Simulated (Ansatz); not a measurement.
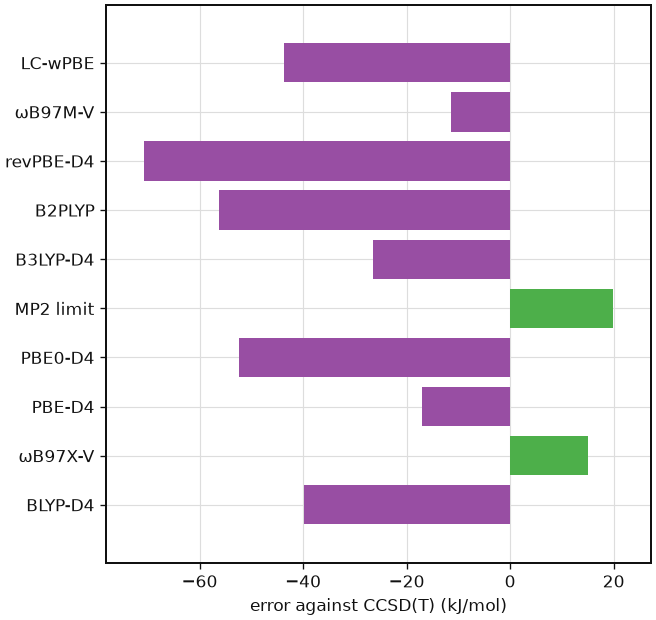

Error in the electronic atomisation energy (method less reference, so positive means overbinding) of AlSi₂H₅O, SMILES [SiH3][Si@H]1[O][AlH]1, singlet: functionals in def2-TZVPP against frozen-core CCSD(T) at the limit (MP2 extrapolated from triple and quadruple zeta, plus CCSD(T) less MP2 in a smaller set), which gives 2722.7 kJ/mol, at a PBE0-D4/def2-TZVP geometry (a minimum by its frequencies), no zero-point or spin-orbit term, the Ansatz code 0.2.0. The reference leaves out core correlation, a term that grows with the number of heavy atoms. B2PLYP holds a correlation term that converges slowly with the basis, so part of the distance to the limit is basis error. No dispersion term is added to LC-wPBE and B2PLYP. Limit means the basis limit.

Question: What range do the values span?

Answer: From −70.8 kJ/mol (revPBE-D4) to 20.0 kJ/mol (MP2 limit).

Question: Give the values.

Answer:
| level | kJ/mol |
| --- | --- |
| LC-wPBE | −43.7 |
| ωB97M-V | −11.4 |
| revPBE-D4 | −70.8 |
| B2PLYP | −56.2 |
| B3LYP-D4 | −26.4 |
| MP2 limit | 20.0 |
| PBE0-D4 | −52.4 |
| PBE-D4 | −17.1 |
| ωB97X-V | 15.0 |
| BLYP-D4 | −39.9 |
